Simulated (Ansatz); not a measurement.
Scan of one atom of the cell for C (graphite type, space group P6_3/mmc)

Relaxed C (graphite type, space group P6_3/mmc):

```
CELL_PARAMETERS angstrom
      2.46500     0.00000     0.00000
     -1.23250     2.13475     0.00000
      0.00000     0.00000     6.73046
ATOMIC_POSITIONS crystal
  C  0.00000 0.00000 0.25000
  C  0.00000 0.00000 0.75000
  C  0.33333 0.66667 0.25000
  C  0.66667 0.33333 0.75000
```

In each cell atom 2 (C, nearest neighbour C at 1.423 Å; its periodic images, 2.5 Å or more away, move with it) moves by s·(-0.866, 0.500, 0.000) (towards the nearest neighbour), the rest being held.

All values below come from PBE-D3(BJ) (plane waves to 420 eV, PAW, scalar-relativistic; Ansatz, a program for electronic structure). k mesh 12×12×4 (Γ-centred), Fermi-Dirac smearing 0.05 eV. The energy includes the smearing's −TS. Stress and pressure are positive under compression. With partly filled bands, energies and forces of such displacements shift with the k mesh and the smearing. C was relaxed with its symmetry unable to fall. The zero of ΔE is the undisplaced structure.

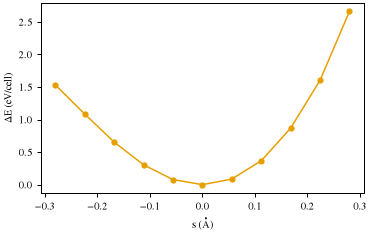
Figure. ΔE (eV/cell) against s (Å); computed points joined by lines.

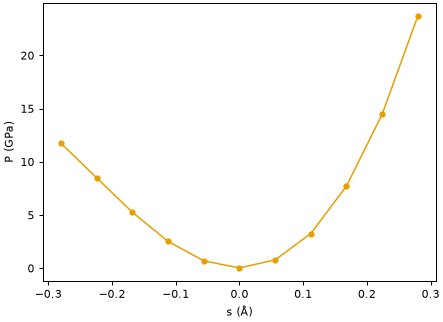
*P (GPa) against s (Å); markers are the computed points, lines only join them.*

The force along the line at s = -0.280 Å is 8.04 eV/Å and the energy at s = 0.280 Å comes out as 2660 meV/cell. Harmonic estimate at the end of the scan: ½ks² = 2080 meV/cell against the computed 2660 meV/cell, so the well is stiffer than harmonic there. Shape of the curve: a single well with its minimum at or next to zero displacement. Symmetry of the curve: not even: the positive side lies higher at ±0.280 Å.

With its periodic images moving along, the atom's site symmetry in this cell is -6m2.

(A displaced cell: forces are minus the slopes of the energy, force constants its curvatures, and phonons follow from these.)
